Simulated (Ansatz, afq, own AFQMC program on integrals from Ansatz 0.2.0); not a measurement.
# ZrC (singlet): quantum Monte Carlo beside coupled cluster at distance Zr1–C2 = 1.899 Å, def2-SVP

How near does AFQMC come to the top of the ladder for ZrC (singlet)?

Computed with Ansatz 0.2.0, Gaussian basis, and an in-house AFQMC program (afq) on its integrals; all values are calculated. Level: def2-SVP, frozen cores.

To be run: PBE (unrestricted); r2SCAN (unrestricted); PBE0 (unrestricted); B3LYP (unrestricted); wB97M-V (unrestricted); B2PLYP (unrestricted); CCSD(T) on RHF; CCSDT(Q) on RHF; Phaseless AFQMC, single-determinant trial on RHF; UHF; CCSD(T) on UHF; CCSDT(Q) on UHF; Phaseless AFQMC, CISD trial on UHF; Phaseless AFQMC, single-determinant trial on UHF.

14 further runs of the same task are left out: 14 that didn't finish.

## 1. The system

The geometry derives from a PBE0/def2-TZVP stationary point (not a proven minimum). One bond is set to the value named and the two fragments are kept rigid. No spin-orbit coupling is included. Elements past krypton take def2 core potentials.

2 atoms, charge 0, spin multiplicity 1.

Atoms are counted from 1 here; the program's logs count them from 0.

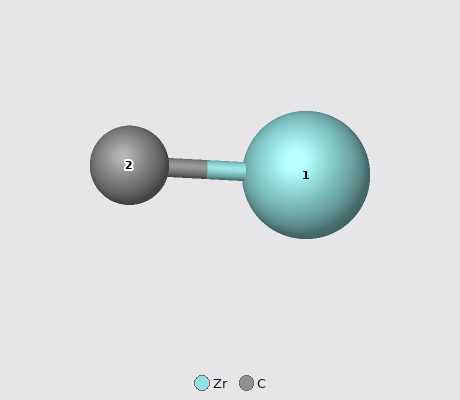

The geometry (zirconium light teal, carbon grey); atoms are numbered from 1 in the order of the file.

As a file:

```xyz
2
charge 0, multiplicity 1
Zr    0.0000    0.0000    0.0000
C     0.0000    0.0000    1.8990
```

## 2. PBE (unrestricted)

in.yaml reads:

```yaml
crystal:
  periodic: [false, false, false]
  atoms:
    - {symbol: Zr, position_ang: [0.000000, 0.000000, 0.000000]}
    - {symbol: C, position_ang: [0.000000, 0.000000, 1.899000]}
basis:
  gaussian: {orbitals: def2-SVP}
magnetization: {spin_polarized: true, initial_magnetization: 0}
hamiltonian: {xc: {name: PBE}}
output: {orbitals: {seedname: orbitals}}
```

The run is started by

```sh
ansatz run in.yaml --threads 1 --pin off --events-out ev --progress --plain --max-ram 1382MiB
```

What it wrote:

```text
Functional definition: PBE
  name "PBE"
  cite "Perdew, Burke & Ernzerhof, Phys. Rev. Lett. 77, 3865 (1996) doi:10.1103/PhysRevLett.77.3865"
  parent pbe
  parameter kappa = 0.804
  parameter beta = 0.06672455060314922
  exchange = pbe_x(kappa = kappa, mu = beta*pi^2/3)
  correlation = pbe_c(beta = beta)
436 factors; their error is unknown
mean field evaluation 1: about -2279.5448 eV, gradient 7.4e1 eV
mean field evaluation 2: about -2115.0371 eV, gradient 1.1e2 eV
mean field evaluation 4: about -2295.1398 eV, gradient 5.2e1 eV
mean field evaluation 8: about -2295.3131 eV, gradient 4.8e1 eV
mean field evaluation 16: about -2308.2448 eV, gradient 3.1e-5 eV
mean field evaluation 32: about -2308.6055 eV, gradient 4.8e-2 eV
mean field evaluation 64: about -2226.5577 eV, gradient 9.0e1 eV
mean field evaluation 96: about -2308.3238 eV, gradient 1.1e0 eV
mean field evaluation 128: about -2308.3939 eV, gradient 3.4e-1 eV
mean field evaluation 160: about -2307.5146 eV, gradient 6.6e0 eV
mean field evaluation 192: about -2308.5941 eV, gradient 3.1e-1 eV
mean field evaluation 224: about -2304.9322 eV, gradient 1.7e1 eV
mean field evaluation 256: about -2304.2421 eV, gradient 4.6e0 eV
mean field evaluation 288: about -2308.0187 eV, gradient 2.0e0 eV
mean field -2308.60411343 eV, -84.8396363405 hartree, gradient 1.8e-5 eV, S^2 1.031780; 22 other end points of the search recorded, 0 dependent functions left out
reference -2308.60415440 eV, -84.8396378460 hartree; 9, 9 occupied and 36, 36 virtual orbitals, 436 factors
Total energy: -2308.60415440 eV, -84.8396378460 hartree
```

Run time: 21 s. Hardware: 1 thread of Arm Neoverse V2, shared host.

From the report: ⟨S²⟩ of the determinant 1.032 (pure singlet: 0.00). The determinant is far from a pure spin state, so its energy mixes those of several spin states (harmless only where they are near-degenerate, as at dissociation).

## 3. r2SCAN (unrestricted)

in.yaml, as its differences from that of step 2:

```diff
@@ -8,3 +8,2 @@
 magnetization: {spin_polarized: true, initial_magnetization: 0}
-hamiltonian: {xc: {name: PBE}}
-output: {orbitals: {seedname: orbitals}}
+hamiltonian: {xc: {name: r2SCAN}}
```

Launched as before.

What it wrote, cut to the lines that bear on the results:

```text
Functional definition: r2SCAN
  name "r2SCAN"
  cite "Furness, Kaplan, Ning, Perdew & Sun, J. Phys. Chem. Lett. 11, 8208 (2020) doi:10.1021/acs.jpclett.0c02405"
  cite "Furness, Kaplan, Ning, Perdew & Sun, J. Phys. Chem. Lett. 11, 9248 (2020) doi:10.1021/acs.jpclett.0c03077"
  parent r2scan
[...]
436 factors; their error is unknown
[...]
mean field -2309.31143600 eV, -84.8656299654 hartree, gradient 9.1e-6 eV, S^2 1.113065; 19 other end points of the search recorded, 0 dependent functions left out
reference -2309.31147562 eV, -84.8656314216 hartree; 9, 9 occupied and 36, 36 virtual orbitals, 436 factors
Total energy: -2309.31147562 eV, -84.8656314216 hartree
```

Wall time 35 s (1 thread of Arm Neoverse V2, shared host).

From the report: ⟨S²⟩ of the determinant 1.113 (pure singlet: 0.00). The determinant is far from a pure spin state, so its energy mixes those of several spin states (harmless only where they are near-degenerate, as at dissociation).

## 4. PBE0 (unrestricted)

in.yaml, as its differences from that of step 3:

```diff
@@ -8,2 +8,3 @@
 magnetization: {spin_polarized: true, initial_magnetization: 0}
-hamiltonian: {xc: {name: r2SCAN}}
+hamiltonian: {xc: {name: PBE0}}
+output: {orbitals: {seedname: orbitals}}
```

Launched as before.

What it wrote, cut to the lines that bear on the results:

```text
Functional definition: PBE0
  name "PBE0"
  cite "Adamo & Barone, J. Chem. Phys. 110, 6158 (1999) doi:10.1063/1.478522"
  cite "Perdew, Burke & Ernzerhof, Phys. Rev. Lett. 77, 3865 (1996) doi:10.1103/PhysRevLett.77.3865"
  parent pbe
[...]
476 factors; integrals over basis functions are off by at most 9.2e-4 eV
[...]
mean field -2307.70686026 eV, -84.8066628947 hartree, gradient 2.4e-5 eV, S^2 1.092004; 17 other end points of the search recorded, 0 dependent functions left out
reference -2307.70689115 eV, -84.8066640300 hartree; 9, 9 occupied and 36, 36 virtual orbitals, 476 factors
Total energy: -2307.70689115 eV, -84.8066640300 hartree
```

Run time: 13 s. Hardware: 1 thread of Arm Neoverse V2, shared host.

From the report: ⟨S²⟩ of the determinant 1.092 (pure singlet: 0.00). The determinant is far from a pure spin state, so its energy mixes those of several spin states (harmless only where they are near-degenerate, as at dissociation).

## 5. B3LYP (unrestricted)

in.yaml, as its differences from that of step 4:

```diff
@@ -8,3 +8,2 @@
 magnetization: {spin_polarized: true, initial_magnetization: 0}
-hamiltonian: {xc: {name: PBE0}}
-output: {orbitals: {seedname: orbitals}}
+hamiltonian: {xc: {name: B3LYP}}
```

Same command.

What it wrote, cut to the lines that bear on the results:

```text
Functional definition: B3LYP
  name "B3LYP"
  cite "Stephens, Devlin, Chabalowski & Frisch, J. Phys. Chem. 98, 11623 (1994) doi:10.1021/j100096a001"
  cite "Becke, Phys. Rev. A 38, 3098 (1988) doi:10.1103/PhysRevA.38.3098"
  cite "Lee, Yang & Parr, Phys. Rev. B 37, 785 (1988) doi:10.1103/PhysRevB.37.785"
  cite "Vosko, Wilk & Nusair, Can. J. Phys. 58, 1200 (1980) doi:10.1139/p80-159"
[...]
480 factors; their error is unknown
[...]
mean field -2309.87758088 eV, -84.8864354060 hartree, gradient 2.7e-5 eV, S^2 1.045726; 15 other end points of the search recorded, 0 dependent functions left out
reference -2309.87776537 eV, -84.8864421859 hartree; 9, 9 occupied and 36, 36 virtual orbitals, 480 factors
Total energy: -2309.87776537 eV, -84.8864421859 hartree
```

Wall time 13 s (1 thread of Arm Neoverse V2, shared host).

From the report: ⟨S²⟩ of the determinant 1.046 (pure singlet: 0.00). The determinant is far from a pure spin state, so its energy mixes those of several spin states (harmless only where they are near-degenerate, as at dissociation).

## 6. wB97M-V (unrestricted)

in.yaml, as its differences from that of step 5:

```diff
@@ -8,2 +8,3 @@
 magnetization: {spin_polarized: true, initial_magnetization: 0}
-hamiltonian: {xc: {name: B3LYP}}
+hamiltonian: {xc: {name: wB97M-V}}
+output: {orbitals: {seedname: orbitals}}
```

Launched as before.

What it wrote, cut to the lines that bear on the results:

```text
Functional definition: wB97M-V
  name "wB97M-V"
  cite "Mardirossian & Head-Gordon, J. Chem. Phys. 144, 214110 (2016) doi:10.1063/1.4952647"
  cite "Becke, J. Chem. Phys. 107, 8554 (1997) doi:10.1063/1.475007"
  cite "Vydrov & Van Voorhis, J. Chem. Phys. 133, 244103 (2010) doi:10.1063/1.3521275"
  # Of w^i u^j: cxij and so on, Table III.
[...]
  gx(w, u) = 1 - cx + cx01*u + cx10*w
  gss(w, u) = css00 + css04*u^4 + css10*w + css20*w^2 + css43*w^4*u^3
  gos(w, u) = cos00 + cos10*w + (cos20 + cos21*u)*w^2 + (cos60 + cos61*u)*w^6
[...]
      + integral(e_c_pw_mod_opposite_spin*gos(b97_w_opposite, b97_u_opposite)) + vv10(b, c)
465 factors; their error is unknown
118 factors; integrals over basis functions are off by at most 7.2e-5 eV
[...]
mean field -2306.37989240 eV, -84.7578977251 hartree, gradient 5.7e-6 eV, S^2 1.088401; 10 other end points of the search recorded, 0 dependent functions left out
reference -2306.37993039 eV, -84.7578991212 hartree; 9, 9 occupied and 36, 36 virtual orbitals, 465 factors
Total energy: -2306.37993039 eV, -84.7578991212 hartree
```

Run time: 60 s. Hardware: 1 thread of Arm Neoverse V2, shared host; peak memory 0.25 GiB.

From the report: ⟨S²⟩ of the determinant 1.088 (pure singlet: 0.00). The determinant is far from a pure spin state, so its energy mixes those of several spin states (harmless only where they are near-degenerate, as at dissociation).

## 7. B2PLYP (unrestricted)

in.yaml, as its differences from that of step 6:

```diff
@@ -8,3 +8,3 @@
 magnetization: {spin_polarized: true, initial_magnetization: 0}
-hamiltonian: {xc: {name: wB97M-V}}
-output: {orbitals: {seedname: orbitals}}
+hamiltonian: {xc: {name: B2PLYP}}
+correlation: {electrons: outside_noble_gas}
```

Launched as before.

What it wrote, cut to the lines that bear on the results:

```text
Functional definition: B2PLYP
  name "B2PLYP"
  cite "Grimme, J. Chem. Phys. 124, 034108 (2006) doi:10.1063/1.2148954"
  cite "Becke, Phys. Rev. A 38, 3098 (1988) doi:10.1103/PhysRevA.38.3098"
  cite "Lee, Yang & Parr, Phys. Rev. B 37, 785 (1988) doi:10.1103/PhysRevB.37.785"
[...]
476 factors; integrals over basis functions are off by at most 9.2e-4 eV
[...]
mean field -2301.99159636 eV, -84.5966308204 hartree, gradient 3.5e-6 eV, S^2 1.341876; 13 other end points of the search recorded, 0 dependent functions left out
5 core orbitals not correlated: weight in the atoms' cores, before any rotation towards them, 0.990 or more for the frozen orbitals, at most 0.006 for the correlated occupied ones
reference -2301.99171338 eV, -84.5966351208 hartree; 4, 4 occupied and 36, 36 virtual orbitals, 476 factors
second order -7.12156739 eV of doubles, -0.00000000 eV of singles
Total energy: -2303.91453658 eV, -84.6672975699 hartree
```

It took 17 s on 1 thread of Arm Neoverse V2, shared host.

From the report: ⟨S²⟩ of the determinant 1.342 (pure singlet: 0.00). The determinant is far from a pure spin state, so its energy mixes those of several spin states (harmless only where they are near-degenerate, as at dissociation).

## 8. CCSD(T) on RHF

in.yaml reads:

```yaml
crystal:
  periodic: [false, false, false]
  atoms:
    - {symbol: Zr, position_ang: [0.000000, 0.000000, 0.000000]}
    - {symbol: C, position_ang: [0.000000, 0.000000, 1.899000]}
basis:
  gaussian: {orbitals: def2-SVP}
magnetization: {spin_polarized: false}
correlation: {method: ccsd_t, electrons: outside_noble_gas, hamiltonian_folder: ham}
```

Launched as before.

What it wrote, cut to the lines that bear on the results:

```text
Functional definition: HF
  name "HF"
  cite "Fock, Z. Phys. 61, 126 (1930) doi:10.1007/BF01340294"
  parent pbe
[...]
476 factors; integrals over basis functions are off by at most 9.2e-4 eV
[...]
mean field -2287.45092333 eV, -84.0622709423 hartree, gradient 2.2e-6 eV, S^2 0.000000; 17 other end points of the search recorded, 0 dependent functions left out; unrestricted orbitals would lower it
[...]
determinant -2287.45092333 eV, -84.0622709423 hartree, with singles and doubles -2294.28659320 eV, -84.3134771769 hartree
determinant -2286.88469045 eV, -84.0414622681 hartree, with singles and doubles -2292.58344955 eV, -84.2508878021 hartree
determinant -2286.84773404 eV, -84.0401041448 hartree, with singles and doubles -2293.00130190 eV, -84.2662435926 hartree
determinant -2285.23226326 eV, -83.9807366886 hartree, with singles and doubles -2290.66704545 eV, -84.1804612503 hartree
determinant -2285.04147288 eV, -83.9737252715 hartree, with singles and doubles -2290.39590356 eV, -84.1704969699 hartree
unrestricted determinant -2289.95130042 eV, -84.1541581056 hartree, S^2 2.2649
5 core orbitals not correlated: weight in the atoms' cores, before any rotation towards them, 0.990 or more for the frozen orbitals, at most 0.007 for the correlated occupied ones
reference -2287.45092333 eV, -84.0622709423 hartree; 4, 4 occupied and 36, 36 virtual orbitals, 476 factors
second order -7.77596094 eV of doubles, -0.00000000 eV of singles
cycle   1  -6.83189459 eV  change    3.8e-3 eV  update   1.8e-3
[...]
cycle  18  -6.83280418 eV  change    8.9e-7 eV  update   8.0e-6
perturbative correction -0.58989234 eV, -0.0216781435 hartree
WARN: the results are in doubt because among natural orbitals full CI differs from the method by -0.126 eV
Total energy: -2294.87361985 eV, -84.3350500082 hartree
In doubt: among natural orbitals full CI differs from the method by -0.126 eV
```

It took 5.5 s on 1 thread of Arm Neoverse V2, shared host.

From the report: correlation -7.4227 eV; T1 0.044; largest double amplitude 0.09. The program marks this result as in doubt; its last lines say why.

This run also writes the integrals to the folder ham.

## 9. CCSDT(Q) on RHF

in.yaml, as its differences from that of step 8:

```diff
@@ -8,2 +8,2 @@
 magnetization: {spin_polarized: false}
-correlation: {method: ccsd_t, electrons: outside_noble_gas, hamiltonian_folder: ham}
+correlation: {method: ccsdt_q, electrons: outside_noble_gas}
```

Same command.

What it wrote, cut to the lines that bear on the results:

```text
Functional definition: HF
  name "HF"
  cite "Fock, Z. Phys. 61, 126 (1930) doi:10.1007/BF01340294"
  parent pbe
[...]
806 factors; integrals over basis functions are off by at most 1.9e-7 eV
[...]
a density is far from that of the atoms, so the factors are made again for it
844 factors; integrals over basis functions are off by at most 1.4e-7 eV
[...]
mean field -2287.45095905 eV, -84.0622722551 hartree, gradient 1.1e-6 eV, S^2 0.000000; 19 other end points of the search recorded, 0 dependent functions left out; unrestricted orbitals would lower it
[...]
determinant -2287.45095905 eV, -84.0622722551 hartree, with singles and doubles -2294.28662382 eV, -84.3134783022 hartree
determinant -2286.88471026 eV, -84.0414629959 hartree, with singles and doubles -2292.58348039 eV, -84.2508889355 hartree
determinant -2286.84775198 eV, -84.0401048041 hartree, with singles and doubles -2293.00133431 eV, -84.2662447837 hartree
determinant -2285.23229853 eV, -83.9807379849 hartree, with singles and doubles -2290.66710501 eV, -84.1804634393 hartree
determinant -2285.04150111 eV, -83.9737263091 hartree, with singles and doubles -2290.39594141 eV, -84.1704983607 hartree
unrestricted determinant -2289.95132076 eV, -84.1541588533 hartree, S^2 2.2649
5 core orbitals not correlated: weight in the atoms' cores, before any rotation towards them, 0.990 or more for the frozen orbitals, at most 0.007 for the correlated occupied ones
reference -2287.45095905 eV, -84.0622722551 hartree; 4, 4 occupied and 36, 36 virtual orbitals, 844 factors
second order -7.77596478 eV of doubles, -0.00000000 eV of singles
cycle   1  -5.88508472 eV  change     1.9e0 eV  update   2.5e-1
[...]
cycle  34  -7.39743478 eV  change    1.2e-7 eV  update   4.5e-7
perturbative correction -0.13842698 eV, -0.0050870977 hartree
Total energy: -2294.98682081 eV, -84.3392100666 hartree
```

It took 14 s on 1 thread of Arm Neoverse V2, shared host.

From the report: correlation -7.5359 eV; T1 0.060; largest double amplitude 0.11.

## 10. Phaseless AFQMC, single-determinant trial on RHF

It reads the integrals that the CCSD(T) run on this determinant wrote.

The run is started by

```sh
afq ham --method phaseless --trial hf --walkers 120 --populations 1 --least-time 40 --time-step 0.005 --steps-per-block 20 --equilibration-blocks 160 --max-blocks 600 --target-error 0.00102 --factor-cut 1e-05 --seed 185 --taylor-order 6
```

What it wrote:

```text
orbitals 40  electrons 4 4  factors 331 of 476
reference energy -84.06227094 Eh
CCSD correlation -0.25110088 Eh in 25 cycles, weight of the determinant in the CISD state 0.8235
energy of the start -84.062271 Eh
 block  time / (1/Eh)  mean weight  energy / Eh
     1     0.100  1.0009  -84.107812
     2     0.200  1.0026  -84.136120
     3     0.300  1.0010  -84.164591
     4     0.400  1.0001  -84.179059
     5     0.500  1.0009  -84.194985
     6     0.600  1.0030  -84.222994
     7     0.700  1.0014  -84.237665
     8     0.800  1.0010  -84.244202
     9     0.900  1.0019  -84.250497
    10     1.000  1.0009  -84.247149
    20     2.000  0.9999  -84.322875
    39     3.900  1.0010  -84.296764
    58     5.800  1.0015  -84.337051
    77     7.700  0.9991  -84.327605
    96     9.600  1.0015  -84.312982
   115    11.500  1.0006  -84.304208
   134    13.400  1.0004  -84.352013
   153    15.300  0.9989  -84.325839
   172    17.200  0.9990  -84.279017
   191    19.100  1.0003  -84.298580
   210    21.000  1.0025  -84.335177
   229    22.900  0.9992  -84.289334
   248    24.800  0.9997  -84.352316
   267    26.700  0.9970  -84.307842
   286    28.600  0.9993  -84.320884
   305    30.500  1.0002  -84.321564
   324    32.400  0.9980  -84.315800
   343    34.300  1.0010  -84.312361
   362    36.200  1.0012  -84.360040
   381    38.100  1.0000  -84.326678
   400    40.000  1.0014  -84.301344
   419    41.900  0.9984  -84.285124
   438    43.800  1.0018  -84.267674
   457    45.700  0.9994  -84.370094
   476    47.600  0.9994  -84.333793
   495    49.500  0.9995  -84.287536
   514    51.400  1.0000  -84.297429
   533    53.300  0.9982  -84.279057
   552    55.200  1.0025  -84.361008
   571    57.100  0.9996  -84.325546
   590    59.000  0.9966  -84.247337
   609    60.900  1.0017  -84.408071
   628    62.800  0.9973  -84.287935
   647    64.700  1.0000  -84.274216
   666    66.600  0.9989  -84.307127
   685    68.500  1.0011  -84.335812
   704    70.400  0.9999  -84.441262
   723    72.300  0.9964  -84.330362
   742    74.200  0.9999  -84.284628
blocks merged  error / Eh  count
     1  0.001446  600
     2  0.001915  300
     4  0.002484  150
     8  0.003131  75
    16  0.003620  37
    32  0.003944  18
    64  0.003554  9
energy -84.318230 +/- 0.003944 Eh
```

Run time: 2.1 min. Hardware: 1 thread of Arm Neoverse V2, shared host.

Energy -2294.4159 ± 0.1073 eV. The run doesn't count as converged. Caveats: constraint bias not in the error; error above the target; large difference.

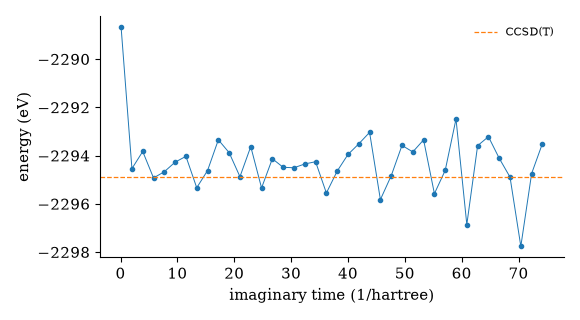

Block energies along the walk.

## 11. UHF

in.yaml reads:

```yaml
crystal:
  periodic: [false, false, false]
  atoms:
    - {symbol: Zr, position_ang: [0.000000, 0.000000, 0.000000]}
    - {symbol: C, position_ang: [0.000000, 0.000000, 1.899000]}
basis:
  gaussian: {orbitals: def2-SVP}
magnetization: {spin_polarized: true, initial_magnetization: 0}
hamiltonian: {xc: hf}
output: {orbitals: {seedname: orbitals}}
```

The run is started by

```sh
ansatz run in.yaml --threads 1 --pin off --events-out ev --progress --plain --max-ram 1382MiB
```

What it wrote, cut to the lines that bear on the results:

```text
Functional definition: HF
  name "HF"
  cite "Fock, Z. Phys. 61, 126 (1930) doi:10.1007/BF01340294"
  parent pbe
[...]
476 factors; integrals over basis functions are off by at most 9.2e-4 eV
[...]
mean field -2289.95130042 eV, -84.1541581056 hartree, gradient 8.5e-6 eV, S^2 2.264900; 19 other end points of the search recorded, 0 dependent functions left out
reference -2289.95130042 eV, -84.1541581056 hartree; 9, 9 occupied and 36, 36 virtual orbitals, 476 factors
Total energy: -2289.95130042 eV, -84.1541581056 hartree
```

Run time: 2.6 s. Hardware: 1 thread of Arm Neoverse V2, shared host.

From the report: ⟨S²⟩ of the determinant 2.265 (pure singlet: 0.00). The determinant is far from a pure spin state, so its energy mixes those of several spin states (harmless only where they are near-degenerate, as at dissociation).

(Part 1 of 2 ends here.)
